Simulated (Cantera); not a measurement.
Charge: 1 mol AlN, 1.4 mol O2, 1.1 mol H2, held at 22.5 Torr.

These are equilibrium values from Cantera (NASA tables, ideal gas, pure condensed phases), not measurements of a reactor. Candidate condensed phases: Al, AlN, Al2O3, H2O; 35 gas species. Gases not in the tables: Al(OH)3. Rates play no part.

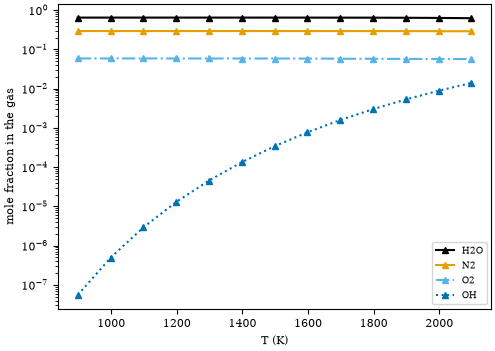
*Equilibrium gas composition (values under 1e-9 drawn at 1e-9)*

Problem. Read off the mole fractions at 1498 K.

Solution. H2O about 0.65, N2 about 0.29, O2 about 0.059, OH about 0.00034.
